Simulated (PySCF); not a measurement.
Ge(OMe)3(OSiH3), SMILES C[O][Ge]([O]C)([O]C)[O][SiH3] at its GFN2-xTB optimised geometry (Å):

```
21

C      0.6858     1.1884     4.4316
O      0.4915     0.0685     3.5763
Ge    -0.8726    -0.1949     2.5418
O     -0.6597    -1.6982     1.7046
C      0.4527    -2.0522     0.8953
O     -2.3183    -0.2497     3.4839
C     -3.6419    -0.3873     2.9793
O     -1.0080     1.1146     1.4090
Si    -0.4476     1.6952     0.0000
H      1.6731     1.0600     4.8771
H     -0.0711     1.2153     5.2159
H      0.6541     2.1241     3.8711
H      0.2286    -3.0391     0.4881
H      1.3673    -2.0982     1.4875
H      0.5900    -1.3407     0.0778
H     -3.8736     0.3981     2.2585
H     -3.7791    -1.3603     2.5069
H     -4.3029    -0.3005     3.8424
H      1.0194     1.6952     0.0000
H     -0.9457     0.8545    -1.0934
H     -1.0194     3.0391     0.0000
```

Calculation: PBE0/def2-SVP in PySCF. Cells within 0.4 Å of a nucleus heavier than hydrogen are left out (blank, or x).

Map of the electrostatic potential (hartree/e), clipped to [-0.08, 0.12] on the plane z = 0.0 Å:

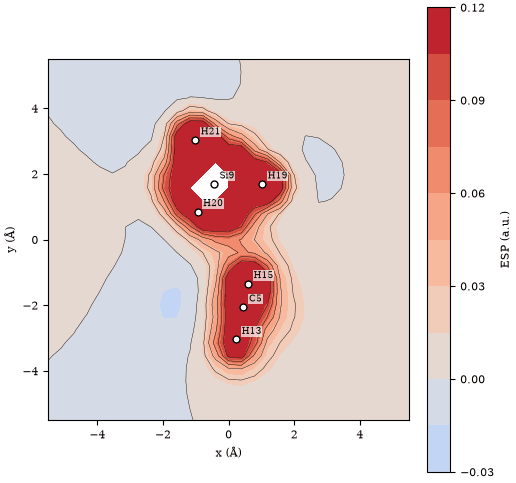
*Electrostatic potential (hartree/e), clipped to [-0.08, 0.12] on the plane z = 0.0 Å.*
